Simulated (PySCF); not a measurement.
SMILES CC(C)(C)c1ccc(C#N)s1 at its GFN2-xTB optimised geometry (Å):

```
22

C     -2.0642    -1.8144     1.2532
C     -1.1831    -1.8975    -0.0003
C     -2.0648    -1.8132    -1.2535
C     -0.4257    -3.2275    -0.0012
C     -0.2249    -0.7404     0.0000
C      1.1408    -0.7404     0.0000
C      1.7053     0.5461     0.0000
C      0.7586     1.5375     0.0002
C      0.9688     2.9164     0.0008
N      1.1469     4.0509     0.0009
S     -0.8484     0.8760     0.0003
H     -2.7623    -2.6477     1.2753
H     -1.4519    -1.8520     2.1519
H     -2.6330    -0.8871     1.2612
H     -2.7565    -2.6516    -1.2810
H     -1.4521    -1.8405    -2.1523
H     -2.6405    -0.8901    -1.2556
H     -1.1359    -4.0509    -0.0014
H      0.1997    -3.3173     0.8838
H      0.1994    -3.3164    -0.8864
H      1.7390    -1.6328     0.0000
H      2.7623     0.7447     0.0002
```

Level of theory: B3LYP/def2-SVP (PySCF).

Map of the electrostatic potential (hartree/e), clipped to [-0.08, 0.12] on the plane z = 0.8 Å:

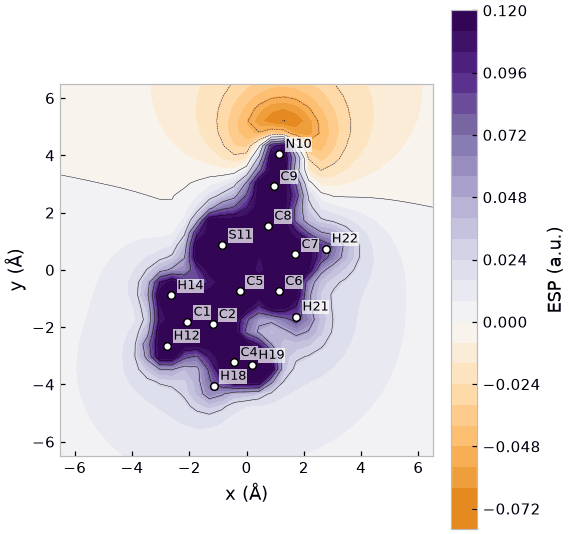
*Electrostatic potential (hartree/e), clipped to [-0.08, 0.12] on the plane z = 0.8 Å.*
